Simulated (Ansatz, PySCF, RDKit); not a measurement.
C2H2 (SMILES C#C) and N2 (SMILES N#N) are pulled apart as rigid monomers along the line of their centres of mass, from the B3LYP-D3(BJ)/def2-TZVP minimum. Starting geometry (charge 0, multiplicity 1):
```xyz
6

C     -0.4374     0.4278    -1.0306
C     -0.0409     0.0401     0.0303
H     -0.7903     0.7730    -1.9716
H      0.3088    -0.3019     0.9744
N      0.4424    -0.4346     4.6429
N      0.5160    -0.5056     3.5572
```

Interaction energies with rigid monomers; basis-set methods are counterpoise corrected unless marked otherwise.

Rows in 6-31G* carry no dispersion term and start afresh at each structure (6-31G* with six Cartesian d functions). MP2/6-31G* freezes PySCF's default core.

Codes used: Ansatz (Gaussian basis) for Hartree–Fock, density functionals and correlated methods; PySCF for 6-31G* rows, the dispersion terms; RDKit for the force fields. Values without a source in brackets are computed.

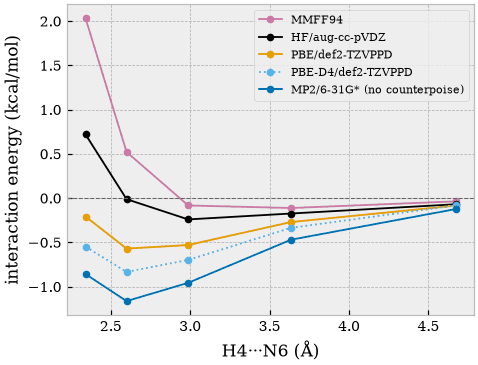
Figure: Interaction energy against separation

Problem. Which level binds most strongly at H4···N6 = 2.60, and by how much?

Solution. MP2/6-31G* (no counterpoise), -1.2 kcal/mol.

Ansatz is a quantum-chemistry and plane-wave program.
